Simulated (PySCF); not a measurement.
# BF6HO3Si2: what the fields show

Input

```
{"job": {"kind": "nmr", "xc": "PBE0", "basis": "pcSseg-1"}, "charge": 0, "multiplicity": 1}
F      0.700223    -3.199100     1.017438
B      0.511377    -2.027240     0.465118
F     -0.669112    -1.802943    -0.118670
O      1.466122    -1.087154     0.480793
Si     1.693202     0.458794    -0.023592
F      2.632591     0.427329    -1.307473
F      2.457203     1.226376     1.140939
O      0.303179     1.191638    -0.389317
Si    -1.308260     1.373614    -0.151330
F     -1.573453     1.035868     1.393336
F     -1.683238     2.897854    -0.409165
O     -2.205825     0.456563    -1.137018
H     -2.073500    -0.495963    -1.078985
```

Launched as:

```sh
OMP_NUM_THREADS=1 python cluster_run.py task.json out
```

Geometry: PBE0-D3(BJ)/def2-SVP.

All numbers below come from PBE0/pcSseg-1, SCF density, gas phase, non-relativistic (PySCF 2.14.0).

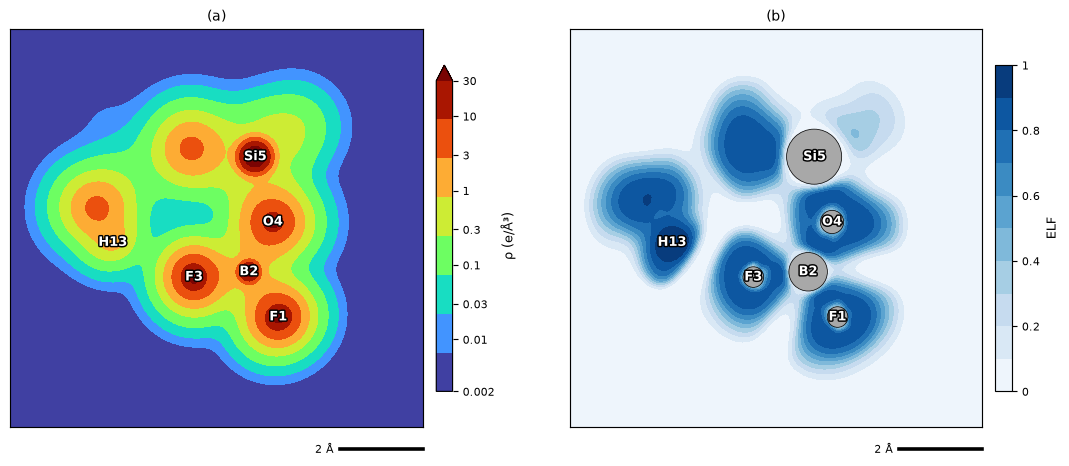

Figure 1. (a) total electron density; (b) electron localisation function on the plane of atoms F1, B2 and O4. Grey discs cover the atomic cores in the ELF map.

Q: What does the map show?

A: Atoms in the plane: F, B, O, Si and H.
B–F (1.31 Å): ρ is about 2.3 e/Å³ halfway; the ELF peaks at about 0.85 between the atoms: a polar covalent bond.
B–O (1.34 Å): ρ is about 2.2 e/Å³ halfway; the ELF peaks at about 0.90 between the atoms, as expected for a polar covalent bond.
Si–O (1.64 Å): the density is about 1.1 e/Å³ at the midpoint; the ELF peaks at about 0.90 between the atoms, as expected for a polar covalent bond.
The ELF also peaks beside F1, F3, O4, O12 and O8, away from the bonds: lone-pair regions.

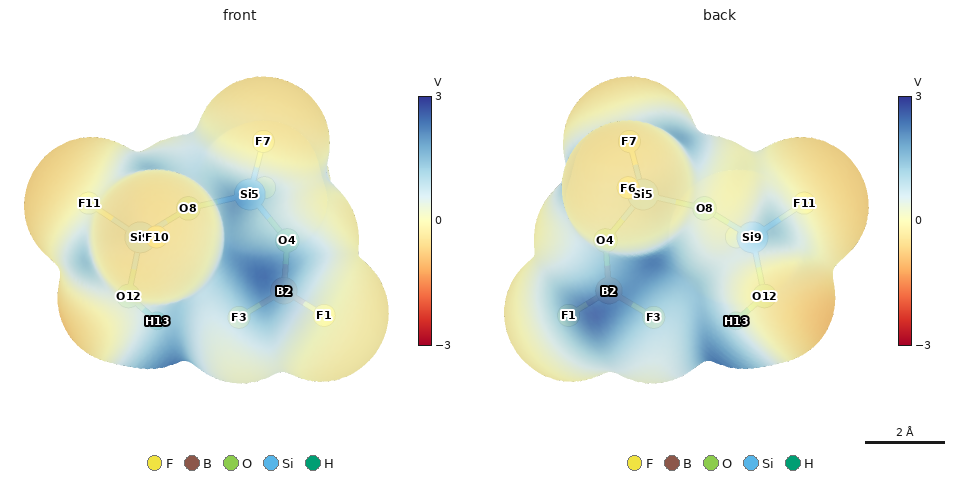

Figure 2. The electrostatic potential painted on the density surface at 0.001 e/bohr³, seen from the front and from behind; red is negative and blue positive.

Q: Where is the surface potential most negative and most positive?

A: The most negative region (about −0.8 V) lies over O12, the most positive (about +2.4 V) over B2.

Q: How polar is the molecule by this calculation?

A: Its dipole moment is 1.97 D.
